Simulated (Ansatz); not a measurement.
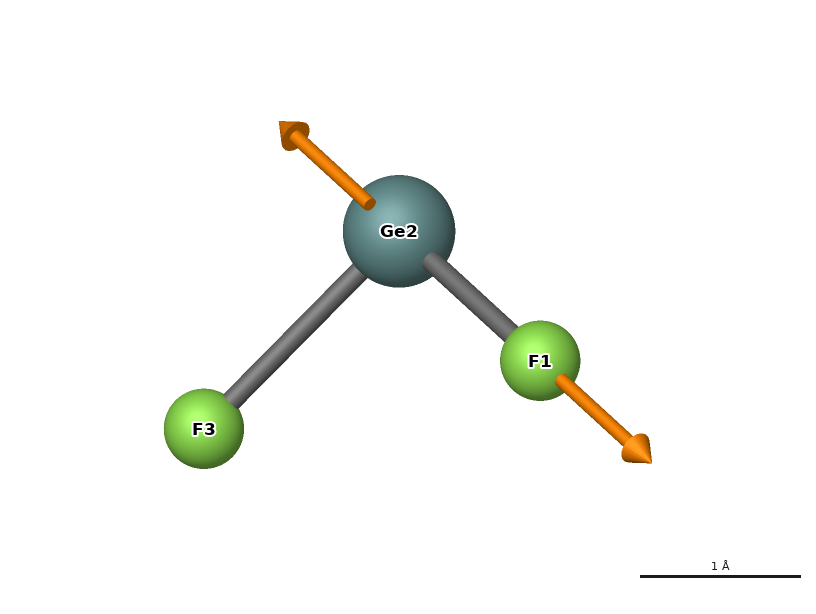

Arrows show the forces on the atoms, 0.1 Å of arrow for 1 eV/Å; forces under a tenth of the largest aren't drawn. Level of theory: PBE0-D4/def2-TZVP (Ansatz 0.2.0).

Along which bond is the force strongest?

Answer. F1–Ge2, now 1.535 Å: the forces push its atoms apart, so a first step downhill lengthens it.

List the force components in the frame of the picture (x right, y up, z towards the viewer), in eV/Å.

```tsv
atom	Fx	Fy	Fz
F1	5.70	−5.23	6.20
Ge2	−5.70	5.23	−6.20
F3	0.00	0.00	0.00
```
